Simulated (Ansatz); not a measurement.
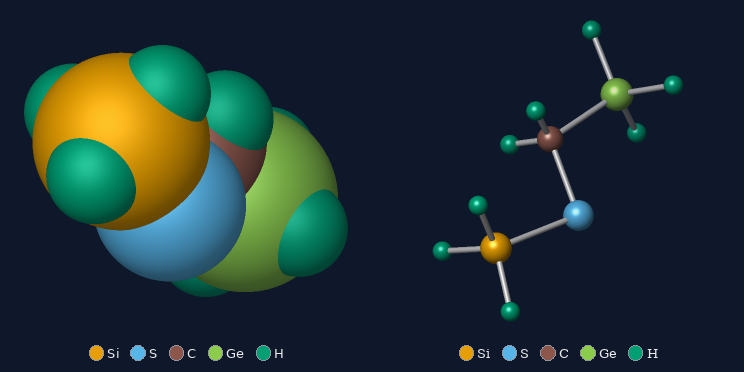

Both panels show the same species.

The computed structure is the end point of a PBE0-D4/def2-TZVP optimisation. No frequency run is at hand to confirm it as a minimum.

Question: Count the atoms of each element.

Answer: CH8GeSSi, 12 atoms: 1 carbon, 8 hydrogen, 1 germanium, 1 sulfur and 1 silicon.

Question: What is its SMILES?

Answer: [SiH3]S[CH2][GeH3]

Question: How many sets of symmetry-equivalent atoms are there?

Answer: 9: 1 Si, 1 S, 1 C, 1 Ge, 1 H, 2 H, 2 H, 2 H, 1 H.

Question: Count the bonded pairs by element.

Answer: 3 Si–H, 3 Ge–H, 2 C–H, 1 S–Si, 1 C–S, 1 C–Ge.

Question: Give the symmetry (Schoenflies symbol).

Answer: Cs.

More results for the same structure follow; atom numbers are the same in all pictures, views and colours differ.

## Geometry

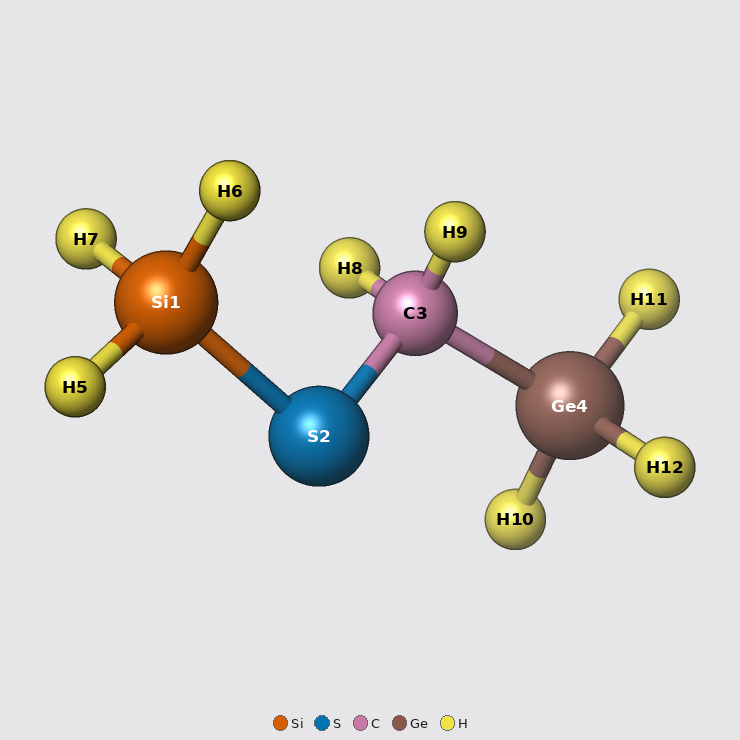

No frequency run is at hand to confirm it as a minimum.

Question: What is the geometry at S2?

Answer: S2 has 2 neighbours (Si1 at 2.13, C3 at 1.82 Å); the arrangement is bent.

Question: Describe the coordination of atom 4.

Answer: Ge4 has 4 neighbours (C3 at 1.97, H10 at 1.54, H11 at 1.54, H12 at 1.54 Å); the arrangement is tetrahedral.

Question: Describe the coordination of atom 3.

Answer: C3 has 4 neighbours (S2 at 1.82, Ge4 at 1.97, H8 at 1.09, H9 at 1.09 Å); the arrangement is tetrahedral.

Question: What is the geometry at Si1?

Answer: Si1 has 4 neighbours (S2 at 2.13, H5 at 1.48, H6 at 1.49, H7 at 1.49 Å); the arrangement is tetrahedral.

Question: What is the dihedral angle Si1–S2–C3–Ge4?

Answer: 180° in size, that is anti.

## Dipole moment

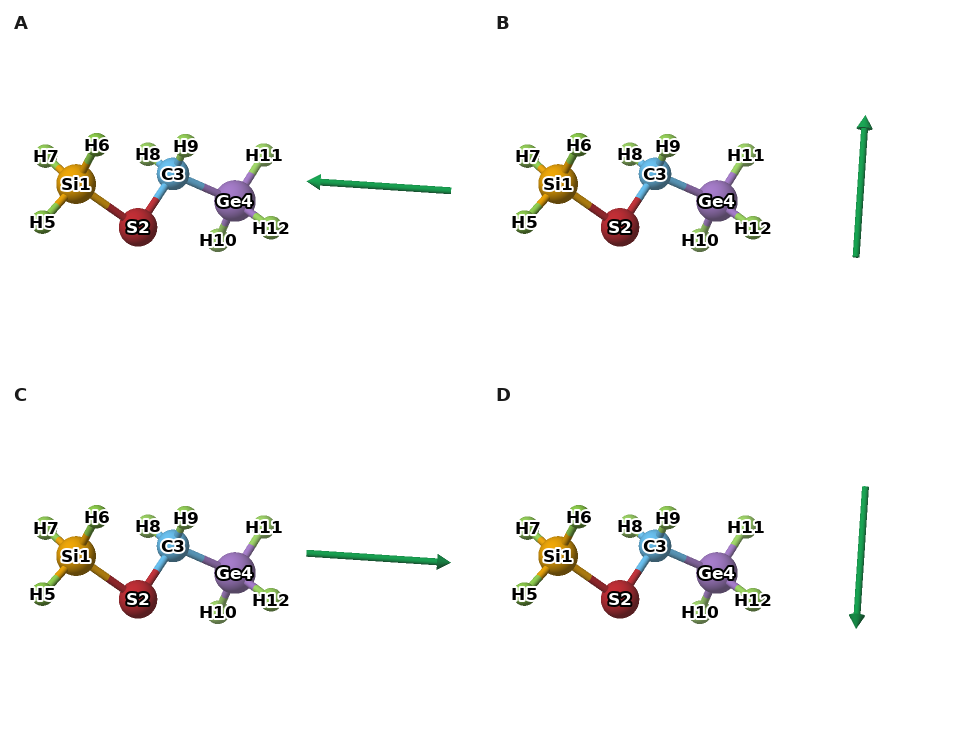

The same molecule four times, each with an arrow. No frequency run is at hand to confirm it as a minimum. Method: RKS B3LYP-D4/def2-TZVPP (Ansatz 0.2.0).

Question: Which arrow points along the dipole moment, from the negative to the positive end?

Answer: B. The dipole moment is 1.35 D; it points from the side of H5 to the side of H11 (the outermost atoms at the two ends).

## Charges

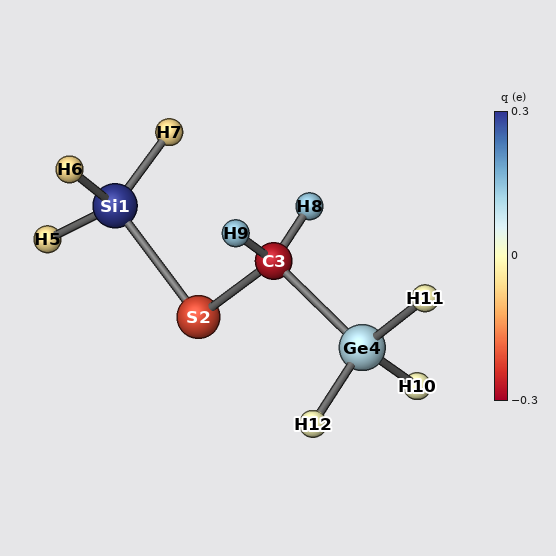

Atoms are coloured by their Mulliken charges. No frequency run is at hand to confirm it as a minimum. Properties computed with RKS B3LYP-D4/def2-TZVPP (Ansatz 0.2.0).

Question: Which atom carries the highest charge (most positive or least negative)?

Answer: Si1 (0.30 e).

Question: And the lowest?

Answer: C3 (−0.27 e).

List the Mulliken charges.

```tsv
atom	value (e)
Si1	0.30
S2	−0.21
C3	−0.27
Ge4	0.11
H5	−0.05
H6	−0.06
H7	−0.06
H8	0.14
H9	0.14
H10	0.00
H11	−0.01
H12	0.00
```

## Levels of theory compared

No frequency run is at hand to confirm it as a minimum. Program: Ansatz 0.2.0.

Compare HOMO–LUMO gap (eV), HOMO energy (eV) at these levels: B3LYP-D4/def2-TZVPP; PBE-D4/def2-TZVPP; PBE0-D4/def2-TZVPP; r2SCAN-D4/def2-TZVPP; ωB97M-V/def2-TZVPP; ωB97X-V/def2-TZVPP.

```json
{"level": "B3LYP-D4/def2-TZVPP", "HOMO–LUMO gap (eV)": "6.52", "HOMO energy (eV)": "−6.80"}
{"level": "PBE-D4/def2-TZVPP", "HOMO–LUMO gap (eV)": "4.89", "HOMO energy (eV)": "−5.84"}
{"level": "PBE0-D4/def2-TZVPP", "HOMO–LUMO gap (eV)": "6.96", "HOMO energy (eV)": "−7.04"}
{"level": "r2SCAN-D4/def2-TZVPP", "HOMO–LUMO gap (eV)": "5.45", "HOMO energy (eV)": "−6.10"}
{"level": "ωB97M-V/def2-TZVPP", "HOMO–LUMO gap (eV)": "10.88", "HOMO energy (eV)": "−9.23"}
{"level": "ωB97X-V/def2-TZVPP", "HOMO–LUMO gap (eV)": "11.32", "HOMO energy (eV)": "−9.39"}
```

Mulliken values depend strongly on the basis set and can even reverse the polarity of a bond.
